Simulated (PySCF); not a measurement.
## Electronic structure of C$_{4}$H$_{8}$BFSi in real space

```xyz
15

C    -2.0465    1.0671   -0.0218
C    -1.3651   -0.1844    0.3124
C    -1.3030   -1.4722    0.4411
C    -0.0339   -0.7219    0.7906
Si    1.4901   -0.7620   -0.3447
B     2.5431    0.8871   -0.1016
F     2.3833    1.9044   -0.9268
H    -2.0484    1.7345    0.8412
H    -3.0737    0.8816   -0.3320
H    -1.5129    1.5692   -0.8299
H    -1.7332   -2.4396    0.3771
H     0.1802   -0.6011    1.8560
H     0.9625   -0.9626   -1.7058
H     2.2357   -1.9941   -0.0262
H     3.3175    1.1022    0.7636
```

Geometry: GFN2-xTB.

Computed with PBE0/pcSseg-1, SCF density, gas phase, non-relativistic (PySCF 2.14.0).

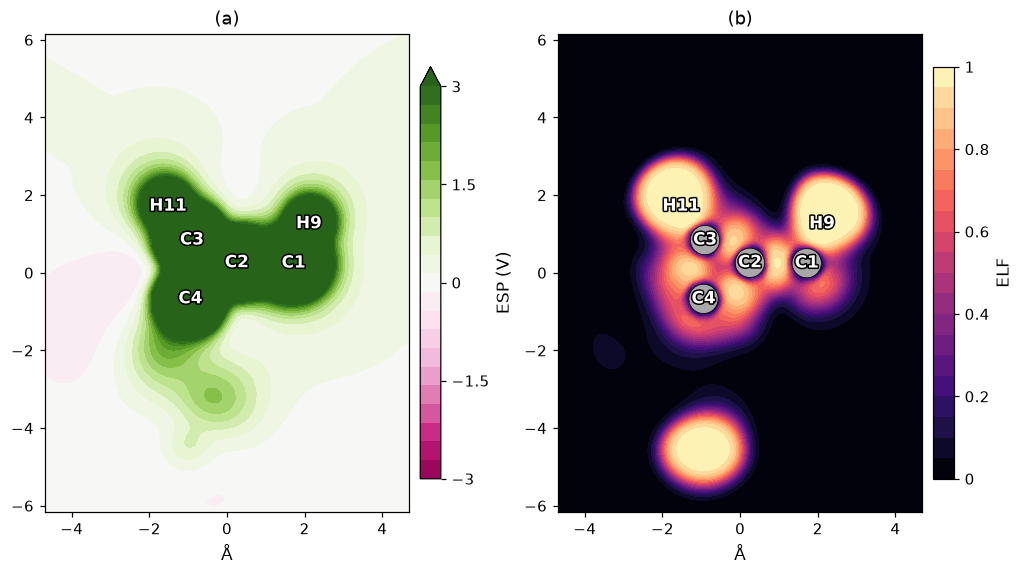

Figure 1. (a) molecular electrostatic potential; (b) electron localisation function on the plane of atoms C3, C2 and C4. Grey discs cover the atomic cores in the ELF map.

Question: Interpret the plot.

Answer:
- Atoms in the plane: C and H.
- C–C (1.30 Å): the ELF peaks at about 0.85 between the atoms: a short, multiple covalent bond.
- C–H (1.06 Å): the ELF climbs to about 1 towards the hydrogen, as it does in any bond to H; an ordinary covalent bond to hydrogen.
- C–C (1.46 Å): the ELF peaks at about 0.95 between the atoms (a shared electron pair).
- Outside the dense part of the molecule the potential is most negative (−0.4 V) near C4.

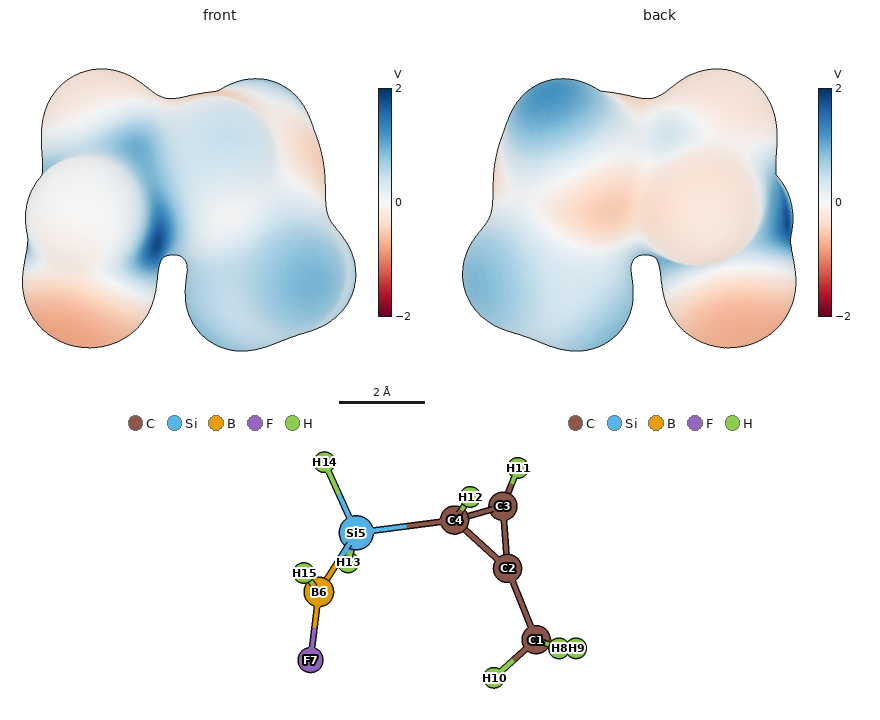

Figure 2. The electrostatic potential painted on the density surface at 0.002 e/bohr³, seen from the front and from behind; red is negative and blue positive. The bare structure is drawn below in the same view.

Question: Describe the electrostatic potential map.

Answer: The most negative region (about −0.8 V) lies over F7, the most positive (about +1.6 V) over B6.

Question: What dipole moment does the calculation give?

Answer: Its dipole moment is 1.54 D.
